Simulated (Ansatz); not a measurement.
# [HO2]− (SMILES [O-]O) at B3LYP/6-31G(d) (Cartesian functions)

What is the energy change on altering one bond length of [HO2]− at B3LYP/6-31G* (Cartesian functions)? 

Program for the calculation: Ansatz 0.2.0.

2 further runs of the same task are left out: 2 set aside as unsound or not needed.

## Step 1: The structure to begin with

The species is [HO2]− (3 atoms), meant as a singlet with charge -1. SMILES: `[O-]O`. The shape is that of a PBE0-D4/def2-TZVPD optimisation.

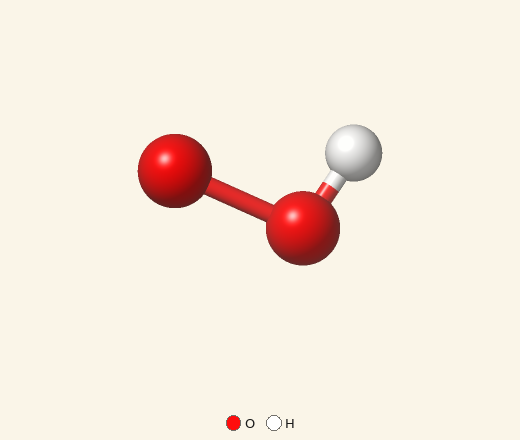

The structure, seen from a chosen angle (oxygen red, hydrogen white).

## Step 2: A single-point energy at B3LYP/6-31G(d) (Cartesian functions)

molecule.yaml

```yaml
basis:
  gaussian:
    orbitals: "6-31G*"
crystal:
  periodic: [false, false, false]
  atoms:
    - {symbol: O, position_ang: [-0.357760, 1.025590, -0.080830]}
    - {symbol: O, position_ang: [-0.242260, -0.445880, -0.180750]}
    - {symbol: H, position_ang: [0.600030, -0.579720, 0.261570]}
hamiltonian:
  xc: {name: B3LYP}
total_charge: -1
output: {orbitals: {seedname: orbitals}}
accuracy: high
```

Run with:

```sh
ansatz run molecule.yaml --threads 1 --pin off --max-ram 3480MiB --events-out events.jsonl --progress --plain --runs-dir runs
```

Output:

```text
Warning: RAYON_NUM_THREADS=1 ignored (pool sized by the plan → 1); use --threads N
Functional definition: B3LYP
  name "B3LYP"
  parameter a0 = 0.2
  parameter ax = 0.72
  parameter ac = 0.81
  exchange = (1 - a0 - ax)*slater_x + ax*b88_x + a0*exact_x
  correlation = (1 - ac)*vwn_rpa_c + ac*lyp_c
552 factors; integrals over basis functions are off by at most 2.5e-9 eV
mean field evaluation 1: about -4104.6610 eV, gradient 2.4e1 eV
mean field evaluation 2: about -4103.0800 eV, gradient 4.0e1 eV
mean field evaluation 4: about -4105.8197 eV, gradient 1.2e0 eV
mean field evaluation 8: about -4105.8191 eV, gradient 4.4e-3 eV
mean field evaluation 16: about -4105.8191 eV, gradient 1.8e-7 eV
mean field -4105.81913975 eV, -150.8860703617 hartree, gradient 4.4e-8 eV, S^2 0.000000; 0 other end points of the search recorded, 0 dependent functions left out
reference -4105.81915737 eV, -150.8860710091 hartree; 9, 9 occupied and 23, 23 virtual orbitals, 552 factors
Total energy: -4105.81915737 eV, -150.8860710091 hartree
```

It took 0.68 s on 1 thread of Arm Neoverse V2, shared host.

## Step 3: The distorted shape, same level

in.yaml

```yaml
crystal:
  periodic: [false, false, false]
  atoms:
    - symbol: O
      position_ang: [-0.392411, 1.467044, -0.050853]
    - symbol: O
      position_ang: [-0.242260, -0.445880, -0.180750]
    - symbol: H
      position_ang: [0.600030, -0.579720, 0.261570]
basis:
  gaussian: {orbitals: "6-31G*"}
total_charge: -1
hamiltonian: {xc: {name: B3LYP}}
accuracy: high
output: {orbitals: {seedname: orbitals}}
```

Run with:

```sh
ansatz run in.yaml --threads 1 --pin off --max-ram 3480MiB --events-out events.jsonl --progress --plain --runs-dir runs
```

Output:

```text
Warning: RAYON_NUM_THREADS=1 ignored (pool sized by the plan → 1); use --threads N
[... 7 set-up lines as earlier in the session ...]
539 factors; integrals over basis functions are off by at most 2.8e-9 eV
mean field evaluation 1: about -4104.2342 eV, gradient 1.7e1 eV
mean field evaluation 2: about -4101.5082 eV, gradient 4.1e1 eV
mean field evaluation 4: about -4104.9701 eV, gradient 1.5e0 eV
mean field evaluation 8: about -4104.9754 eV, gradient 5.1e-2 eV
mean field evaluation 16: about -4104.9754 eV, gradient 3.9e-6 eV
mean field -4104.97539611 eV, -150.8550633548 hartree, gradient 2.0e-8 eV, S^2 0.000000; 0 other end points of the search recorded, 0 dependent functions left out
reference -4104.97541445 eV, -150.8550640287 hartree; 9, 9 occupied and 23, 23 virtual orbitals, 539 factors
Total energy: -4104.97541445 eV, -150.8550640287 hartree
```

Wall time 0.68 s (1 thread of Arm Neoverse V2, shared host).

## Step 4: Outcome

Level: B3LYP/6-31G* (Cartesian functions).

```
                                                              quantity          value
                                             first shape: total energy  -150.88607 Eh
                                              first shape: HOMO energy        3.94 eV
                                              first shape: LUMO energy        8.99 eV
    first shape: HOMO–LUMO gap (to an unbound level, set by the basis)        5.04 eV
                                         distorted shape: total energy  -150.85506 Eh
                                          distorted shape: HOMO energy        2.08 eV
                                          distorted shape: LUMO energy        5.77 eV
distorted shape: HOMO–LUMO gap (to an unbound level, set by the basis)        3.69 eV
     energy change with the O1–O2 bond stretched from 1.479 to 1.923 Å       0.844 eV
```

What this shows: With the O1–O2 bond stretched from 1.479 to 1.923 Å the energy rises by 0.84 eV (81.4 kJ/mol). The first shape isn't relaxed at this level, so the change isn't measured from a minimum. The HOMO (first shape) lies at positive energy, 3.94 eV; only total energies tell whether the electron is bound. The HOMO (distorted shape) lies at positive energy, 2.08 eV; only total energies tell whether the electron is bound.
